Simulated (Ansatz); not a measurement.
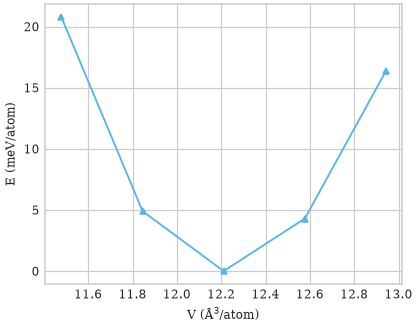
Cu in space group P4_2/mnm (No. 136; Pearson symbol tP30) under volume change, plane-wave PAW PBE (Ansatz code), shape and atoms relaxed at each volume.

Q: What does a third-order Birch–Murnaghan fit give for V₀, B₀ and B′?

A: V₀ = 12.21 Å³/atom, B₀ = 134 GPa, B′ = 5.0.

The start of the workflow was typed in or built on a structure type; neither database checked (COD, Materials Project) lists it. It is not the phase usual at ambient conditions (space group No. 225). Symmetry was held in the PBE relaxation; its stability against distortions is not shown here. The run is not spin-polarised.

Potentials: the later of the program's two PAW sets.
